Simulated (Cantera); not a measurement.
Charge: 1 mol C, 1.1 mol CO₂, held at 1.10 mbar.

These are equilibrium values from Cantera (NASA tables, ideal gas, pure condensed phases), not measurements of a reactor. Candidate condensed phases: C; 12 gas species. The numbers say what is thermodynamically allowed, not how fast it happens.

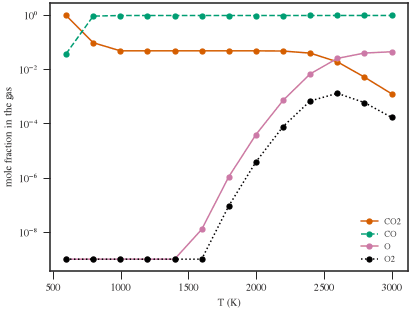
Fig. 1. Equilibrium gas composition (values under 1e-9 drawn at 1e-9)

From 598 K to 798 K the condensed part is C(graphite). From 998 K to 2998 K nothing is condensed. The main C-bearing gas is CO₂ at 598 K and CO at 2998 K.
